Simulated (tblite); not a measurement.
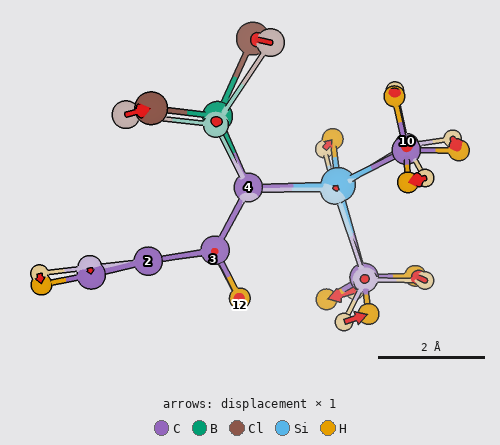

A relaxation of C$_{6}$H$_{9}$BCl$_{2}$Si. The starting structure is drawn faded, the final one solid; red arrows show the displacements, at their true length. The two geometries are superimposed by the best rigid fit.

A ball-and-stick model, seen at a tilt.

All numbers below come from GFN2-xTB geometry optimisation, gas phase in tblite. 

What happened in the run?

A Cl atom moves most after the best rigid fit: 1.01 Å. By element the largest moves are Cl 1.01 Å, H 0.79 Å, C 0.28 Å, B 0.28 Å, Si 0.12 Å. Some distances before and after: Cl–Si 3.444 → 3.279 Å, B–Cl 1.867 → 1.730 Å, B–Cl 1.816 → 1.724 Å, C–Si 1.842 → 1.906 Å. Among the angles between lasting bonds that change: B–C–Si 123.9° → 117.1°, C–Si–C 115.0° → 108.4°, C–Si–H 106.7° → 111.8°. Groups turn about C–Si by about 40°, B–C by about 25°. Over 123 geometry steps the energy falls by 17.6 kcal/mol. The run took 2.7 s on 1 thread of Arm Neoverse N1, on a shared host.
